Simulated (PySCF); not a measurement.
# CH7BN2Si (SMILES N#C[BH-]([NH3+])[SiH3]): CCSD(T)/6-31G

Aim: the vertical singlet–triplet gap of CH7BN2Si at CCSD(T)/6-31G, from 2 runs. 

Program for the calculation: PySCF 2.14.0.

### Step 1. The molecule

The species is CH7BN2Si (12 atoms), meant as a singlet with charge 0. As SMILES, `N#C[BH-]([NH3+])[SiH3]`. The coordinates come from a GFN2-xTB relaxation.

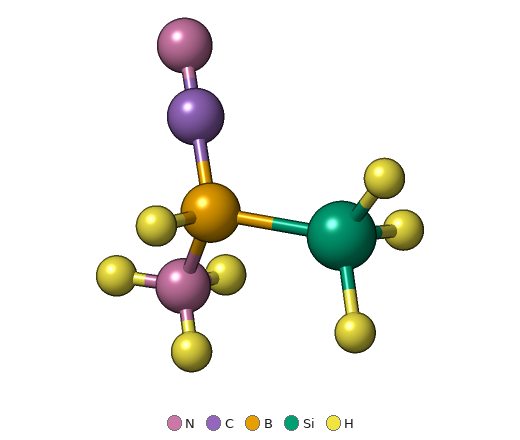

Viewed from a chosen angle; nitrogen pink, carbon purple, boron amber, silicon teal, hydrogen yellow.

### Step 2. A single-point energy at CCSD(T)/6-31G

File run.py:

```python
# N#C[BH-]([NH3+])[SiH3]
from pyscf import gto, scf, cc

system = gto.M(
    atom=[
    ('N', (-2.916130, -0.187380, 0.074060)),
    ('C', (-1.801960, 0.010480, 0.282180)),
    ('B', (-0.301590, 0.248360, 0.549070)),
    ('N', (0.339980, -1.277320, 0.671170)),
    ('Si', (0.609590, 1.142950, -0.971170)),
    ('H', (-0.137590, 0.759880, 1.615250)),
    ('H', (1.338680, -1.209460, 0.844510)),
    ('H', (0.181300, -1.770790, -0.203600)),
    ('H', (-0.111090, -1.783560, 1.429600)),
    ('H', (2.075760, 1.199720, -0.748920)),
    ('H', (0.514890, 0.359130, -2.224070)),
    ('H', (0.208160, 2.508000, -1.318070)),
],
    verbose=3,
    spin=0,
    max_memory=1860,
    basis='6-31g',
)

myscf = scf.RHF(system)
myscf.conv_tol = 1e-10
myscf.kernel()
if not myscf.converged:
    myscf = myscf.newton().run(myscf.mo_coeff, myscf.mo_occ)

mycc = cc.CCSD(myscf, frozen=9)
mycc.kernel()
e_t = mycc.ccsd_t()
e_tot = mycc.e_tot + e_t
print('E(%s) = %.9f' % ('CCSD(T)', e_tot))
```

Launch:

```
$ OMP_NUM_THREADS=1 python run.py
```

What it wrote:

```text
converged SCF energy = -464.331549243791
E(CCSD) = -464.803955735304  E_corr = -0.4724064915132808
CCSD(T) correction = -0.0129351299581635
E(CCSD(T)) = -464.816890865
```

Run time: 9 s. Hardware: 1 thread of Arm Neoverse V1, shared host; peak memory 0.2 GiB.

### Step 3. The triplet

File calc.py:

```python
from pyscf import gto, scf, cc

mol = gto.Mole()
mol.atom = '''
N       -2.916130      -0.187380       0.074060
C       -1.801960       0.010480       0.282180
B       -0.301590       0.248360       0.549070
N        0.339980      -1.277320       0.671170
Si       0.609590       1.142950      -0.971170
H       -0.137590       0.759880       1.615250
H        1.338680      -1.209460       0.844510
H        0.181300      -1.770790      -0.203600
H       -0.111090      -1.783560       1.429600
H        2.075760       1.199720      -0.748920
H        0.514890       0.359130      -2.224070
H        0.208160       2.508000      -1.318070
'''
mol.basis = '6-31g'
mol.verbose = 4
mol.max_memory = 1860
mol.charge = 0
mol.spin = 2
mol.build()

mf = scf.UHF(mol)
mf.conv_tol = 1e-10
mf.kernel()
if not mf.converged:
    mf = mf.newton().run(mf.mo_coeff, mf.mo_occ)

mycc = cc.CCSD(mf, frozen=9)
mycc.kernel()
e_t = mycc.ccsd_t()
etot = mycc.e_tot + e_t
print(f'total energy: {etot:.8f} hartree')
```

Launch:

```
$ OMP_NUM_THREADS=1 python calc.py
```

What it wrote:

```text
PySCF version 2.14.0

[INPUT] num. atoms = 12
[INPUT] num. electrons = 46
[INPUT] charge = 0
[INPUT] spin (= nelec alpha-beta = 2S) = 2
[INPUT] symmetry False subgroup None
[INPUT] Mole.unit = angstrom
[INPUT] Symbol           X                Y                Z      unit          X                Y                Z       unit  Magmom
[INPUT]  1 N     -2.916130000000  -0.187380000000   0.074060000000 AA   -5.510687043628  -0.354096881221   0.139953116785 Bohr   0.0
[INPUT]  2 C     -1.801960000000   0.010480000000   0.282180000000 AA   -3.405210887421   0.019804329785   0.533242917830 Bohr   0.0
[INPUT]  3 B     -0.301590000000   0.248360000000   0.549070000000 AA   -0.569922501908   0.469332380297   1.037591923215 Bohr   0.0
[INPUT]  4 N      0.339980000000  -1.277320000000   0.671170000000 AA    0.642469087830  -2.413784973429   1.268327483024 Bohr   0.0
[INPUT]  5 Si     0.609590000000   1.142950000000  -0.971170000000 AA    1.151958148274   2.159862474072  -1.835245320394 Bohr   0.0
[INPUT]  6 H     -0.137590000000   0.759880000000   1.615250000000 AA   -0.260007417479   1.435965087534   3.052380122704 Bohr   0.0
[INPUT]  7 H      1.338680000000  -1.209460000000   0.844510000000 AA    2.529738568433  -2.285548158616   1.595892609456 Bohr   0.0
[INPUT]  8 H      0.181300000000  -1.770790000000  -0.203600000000 AA    0.342607346384  -3.346308124119  -0.384748238961 Bohr   0.0
[INPUT]  9 H     -0.111090000000  -1.783560000000   1.429600000000 AA   -0.209929675178  -3.370439926729   2.701552467678 Bohr   0.0
[INPUT] 10 H      2.075760000000   1.199720000000  -0.748920000000 AA    3.922617900327   2.267142226163  -1.415253689209 Bohr   0.0
[INPUT] 11 H      0.514890000000   0.359130000000  -2.224070000000 AA    0.973001084277   0.678657343115  -4.202883181861 Bohr   0.0
[INPUT] 12 H      0.208160000000   2.508000000000  -1.318070000000 AA    0.393365390089   4.739433120409  -2.490791313005 Bohr   0.0

nuclear repulsion = 194.930207916215
number of shells = 41
number of NR pGTOs = 162
number of NR cGTOs = 63
basis = 6-31g
ecp = {}

******** <class 'pyscf.scf.uhf.UHF'> ********
method = UHF
initial guess = minao
damping factor = 0
level_shift factor = 0
DIIS = <class 'pyscf.scf.diis.CDIIS'>
diis_start_cycle = 1
diis_space = 8
diis_damp = 0
SCF conv_tol = 1e-10
SCF conv_tol_grad = None
SCF max_cycles = 50
direct_scf = True
direct_scf_tol = 1e-13
number electrons alpha = 24  beta = 22
Set gradient conv threshold to 1e-05
init E= -464.907005084998
[... the frontier-level lines of each cycle are left out ...]


cycle= 1 E= -463.947194793999  delta_E= 0.96  |g|= 0.378  |ddm|= 2.88


cycle= 2 E= -464.008935791794  delta_E= -0.0617  |g|= 0.35  |ddm|= 1.33


cycle= 3 E= -464.07009285894  delta_E= -0.0612  |g|= 0.0558  |ddm|= 0.451
cycle= 4 E= -464.075766493862  delta_E= -0.00567  |g|= 0.0303  |ddm|= 0.22
cycle= 5 E= -464.077456936328  delta_E= -0.00169  |g|= 0.0219  |ddm|= 0.0902
cycle= 6 E= -464.079080985144  delta_E= -0.00162  |g|= 0.015  |ddm|= 0.105
cycle= 7 E= -464.080301615782  delta_E= -0.00122  |g|= 0.00882  |ddm|= 0.111
cycle= 8 E= -464.080771759803  delta_E= -0.00047  |g|= 0.00456  |ddm|= 0.0764
cycle= 9 E= -464.080892754212  delta_E= -0.000121  |g|= 0.00262  |ddm|= 0.0408
cycle= 10 E= -464.080923290722  delta_E= -3.05e-05  |g|= 0.00172  |ddm|= 0.0196
cycle= 11 E= -464.080943366342  delta_E= -2.01e-05  |g|= 0.00122  |ddm|= 0.0187
cycle= 12 E= -464.080957033747  delta_E= -1.37e-05  |g|= 0.001  |ddm|= 0.0185
cycle= 13 E= -464.080967022638  delta_E= -9.99e-06  |g|= 0.000971  |ddm|= 0.0164
cycle= 14 E= -464.0809735643  delta_E= -6.54e-06  |g|= 0.000957  |ddm|= 0.0115
cycle= 15 E= -464.080982204163  delta_E= -8.64e-06  |g|= 0.000956  |ddm|= 0.0156
cycle= 16 E= -464.080989102043  delta_E= -6.9e-06  |g|= 0.000951  |ddm|= 0.0127
cycle= 17 E= -464.081013385652  delta_E= -2.43e-05  |g|= 0.000921  |ddm|= 0.0464
cycle= 18 E= -464.081077950461  delta_E= -6.46e-05  |g|= 0.000543  |ddm|= 0.169
cycle= 19 E= -464.081060379118  delta_E= 1.76e-05  |g|= 0.000749  |ddm|= 0.061
cycle= 20 E= -464.08108487953  delta_E= -2.45e-05  |g|= 0.000259  |ddm|= 0.108
cycle= 21 E= -464.081085647045  delta_E= -7.68e-07  |g|= 0.000148  |ddm|= 0.0122
cycle= 22 E= -464.081085931123  delta_E= -2.84e-07  |g|= 8.97e-05  |ddm|= 0.0144
cycle= 23 E= -464.081085933042  delta_E= -1.92e-09  |g|= 5.86e-05  |ddm|= 0.00553
cycle= 24 E= -464.081085965264  delta_E= -3.22e-08  |g|= 3.69e-05  |ddm|= 0.00287
cycle= 25 E= -464.081085975742  delta_E= -1.05e-08  |g|= 1.95e-05  |ddm|= 0.00214
cycle= 26 E= -464.08108597804  delta_E= -2.3e-09  |g|= 1.25e-05  |ddm|= 0.000656
cycle= 27 E= -464.08108597899  delta_E= -9.5e-10  |g|= 6.72e-06  |ddm|= 0.000254
cycle= 28 E= -464.081085979232  delta_E= -2.42e-10  |g|= 4.51e-06  |ddm|= 0.000139
cycle= 29 E= -464.081085979396  delta_E= -1.64e-10  |g|= 2.34e-06  |ddm|= 0.000128
cycle= 30 E= -464.081085979431  delta_E= -3.55e-11  |g|= 1.08e-06  |ddm|= 4.94e-05
Extra cycle  E= -464.081085979432  delta_E= -3.41e-13  |g|= 8.21e-07  |ddm|= 4.96e-06
converged SCF energy = -464.081085979432  <S^2> = 2.1543837  2S+1 = 3.101215

******** <class 'pyscf.cc.uccsd.UCCSD'> ********
CC2 = 0
CCSD nocc = (np.int64(15), np.int64(13)), nmo = (54, 54)
frozen orbitals 9
max_cycle = 50
direct = 0
conv_tol = 1e-07
conv_tol_normt = 1e-06
diis_space = 6
diis_start_cycle = 0
diis_start_energy_diff = 1e+09
Init t2, MP2 energy = -0.423466284534169
Init E_corr(UCCSD) = -0.423466284535106
cycle = 1  E_corr(UCCSD) = -0.44369127388279  dE = -0.0202249893  norm(t1,t2) = 0.127563
cycle = 2  E_corr(UCCSD) = -0.463654360961404  dE = -0.0199630871  norm(t1,t2) = 0.0566879
cycle = 3  E_corr(UCCSD) = -0.473480191802096  dE = -0.00982583084  norm(t1,t2) = 0.037064
cycle = 4  E_corr(UCCSD) = -0.478253753099133  dE = -0.0047735613  norm(t1,t2) = 0.0170123
cycle = 5  E_corr(UCCSD) = -0.477799124963821  dE = 0.000454628135  norm(t1,t2) = 0.00941186
cycle = 6  E_corr(UCCSD) = -0.477563372422451  dE = 0.000235752541  norm(t1,t2) = 0.00574184
cycle = 7  E_corr(UCCSD) = -0.47779124115483  dE = -0.000227868732  norm(t1,t2) = 0.00484357
cycle = 8  E_corr(UCCSD) = -0.477842969488199  dE = -5.17283334e-05  norm(t1,t2) = 0.00361944
cycle = 9  E_corr(UCCSD) = -0.477897533952309  dE = -5.45644641e-05  norm(t1,t2) = 0.00278013
cycle = 10  E_corr(UCCSD) = -0.477948242472411  dE = -5.07085201e-05  norm(t1,t2) = 0.00207979
cycle = 11  E_corr(UCCSD) = -0.477972537934641  dE = -2.42954622e-05  norm(t1,t2) = 0.00151207
cycle = 12  E_corr(UCCSD) = -0.477990596902373  dE = -1.80589677e-05  norm(t1,t2) = 0.000978021
cycle = 13  E_corr(UCCSD) = -0.477970336304594  dE = 2.02605978e-05  norm(t1,t2) = 0.000628618
cycle = 14  E_corr(UCCSD) = -0.477952004352576  dE = 1.8331952e-05  norm(t1,t2) = 0.000408332
cycle = 15  E_corr(UCCSD) = -0.477945191726688  dE = 6.81262589e-06  norm(t1,t2) = 0.000278691
cycle = 16  E_corr(UCCSD) = -0.477945563234051  dE = -3.71507363e-07  norm(t1,t2) = 0.000174666
cycle = 17  E_corr(UCCSD) = -0.477948171263153  dE = -2.6080291e-06  norm(t1,t2) = 0.000132068
cycle = 18  E_corr(UCCSD) = -0.477949906606875  dE = -1.73534372e-06  norm(t1,t2) = 8.31112e-05
cycle = 19  E_corr(UCCSD) = -0.477949080181863  dE = 8.26425012e-07  norm(t1,t2) = 5.36557e-05
cycle = 20  E_corr(UCCSD) = -0.477947901492315  dE = 1.17868955e-06  norm(t1,t2) = 3.86484e-05
cycle = 21  E_corr(UCCSD) = -0.477946594918916  dE = 1.3065734e-06  norm(t1,t2) = 2.5694e-05
cycle = 22  E_corr(UCCSD) = -0.477946244219846  dE = 3.5069907e-07  norm(t1,t2) = 1.78122e-05
cycle = 23  E_corr(UCCSD) = -0.477946663833195  dE = -4.1961335e-07  norm(t1,t2) = 1.16322e-05
cycle = 24  E_corr(UCCSD) = -0.477946941624604  dE = -2.77791409e-07  norm(t1,t2) = 8.41572e-06
cycle = 25  E_corr(UCCSD) = -0.477947129502439  dE = -1.87877835e-07  norm(t1,t2) = 6.2409e-06
cycle = 26  E_corr(UCCSD) = -0.4779470495645  dE = 7.99379388e-08  norm(t1,t2) = 4.11227e-06
cycle = 27  E_corr(UCCSD) = -0.477946984241362  dE = 6.5323138e-08  norm(t1,t2) = 2.76651e-06
cycle = 28  E_corr(UCCSD) = -0.477946922603378  dE = 6.16379842e-08  norm(t1,t2) = 2.01824e-06
cycle = 29  E_corr(UCCSD) = -0.477946952756142  dE = -3.01527641e-08  norm(t1,t2) = 1.52632e-06
cycle = 30  E_corr(UCCSD) = -0.477946957144399  dE = -4.38825742e-09  norm(t1,t2) = 1.13582e-06
cycle = 31  E_corr(UCCSD) = -0.477946956430175  dE = 7.14224291e-10  norm(t1,t2) = 7.70801e-07
UCCSD converged
E(UCCSD) = -464.559032935862  E_corr = -0.4779469564301752
UCCSD(T) correction = -0.0170720840042806
total energy: -464.57610502 hartree
```

Run time: 72 s. Hardware: 1 thread of Arm Neoverse V1, shared host; peak memory 0.44 GiB.

### Step 4. Outcome

At CCSD(T)/6-31G, 9 core orbitals frozen:

| quantity | value |
| --- | --- |
| singlet: total energy | -464.81689 Eh |
| singlet: dipole moment (Hartree–Fock density) | 7.23 D |
| singlet: HOMO energy (Hartree–Fock orbitals) | -10.36 eV |
| singlet: LUMO energy (Hartree–Fock orbitals) | 3.25 eV |
| singlet: HOMO–LUMO gap (Hartree–Fock orbitals) | 13.61 eV |
| singlet: correlation energy (9 core orbitals frozen) | -485.3 mEh |
| singlet: (T) correction | -12.94 mEh |
| singlet: T1 diagnostic | 0.011 |
| triplet: total energy | -464.57611 Eh |
| triplet: dipole moment (Hartree–Fock density) | 5.33 D |
| triplet: HOMO energy (Hartree–Fock orbitals) (highest over α and β) | -2.87 eV |
| triplet: LUMO energy (Hartree–Fock orbitals) (lowest over α and β) | -2.53 eV |
| triplet: correlation energy (9 core orbitals frozen) | -495.0 mEh |
| triplet: (T) correction | -17.07 mEh |
| triplet: ⟨S²⟩ of the reference determinant | 2.154 |
| triplet: T1 diagnostic | 0.033 |
| vertical energy of the triplet above the singlet | 6.552 eV |

In words: At this shape the triplet lies 6.55 eV (632 kJ/mol) above the singlet. Mulliken charges (singlet) of the mean-field density run from -1.00 on N4 to +0.67 on Si5. The triples (singlet) make up 2.7 % of the correlation energy. ⟨S²⟩ (triplet) is 2.15 where a pure triplet has 2.00: the reference is spin-contaminated. The triples (triplet) make up 3.4 % of the correlation energy.
